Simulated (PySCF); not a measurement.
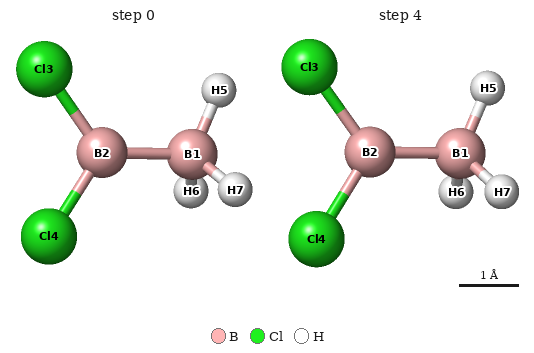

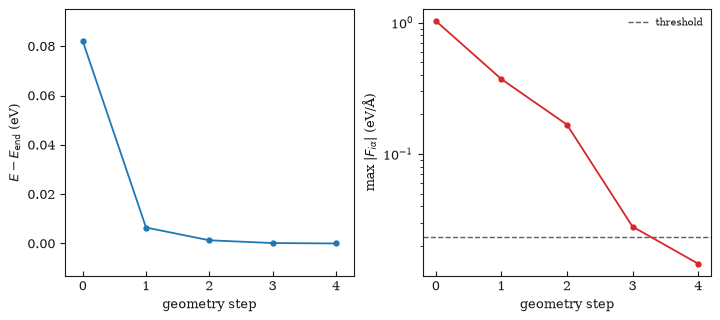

First and last geometry of a relaxation of B2H3Cl2 (charge −1), with the history of the run. The picture is a ball-and-stick view, seen at a tilt.

The start comes from GFN2-xTB.

The calculation used PySCF 2.14.0, density-fitted response routines, PBE0-D3(BJ)/def2-SVP geometry optimisation, gas phase. 

What do the curves and the structures tell?

It converged. The largest moves after the best rigid fit, 0.049 Å, are those of Cl3 and Cl4. By element the largest moves are Cl 0.049 Å, H 0.046 Å, B 0.024 Å. Among the contacts that change: B2–Cl3 1.771 → 1.820 Å, B1–H6 1.221 → 1.248 Å, B1–H5 1.215 → 1.238 Å. Bond angles that change, for instance: B2–B1–H6 108.5° → 105.7°, H5–B1–H7 109.3° → 111.7°. Over 4 geometry steps the energy falls by 0.082 eV. Largest force component: 1 eV/Å at the start, 0.015 eV/Å at the end.

```csv
step,"E − E(0), eV","largest force component, eV/Å"
0,0.0000,1.0319
1,-0.0756,0.3720
2,-0.0808,0.1673
3,-0.0819,0.0280
4,-0.0821,0.0146
```

Limits of the set-up: the basis has no diffuse functions, which an anion needs.
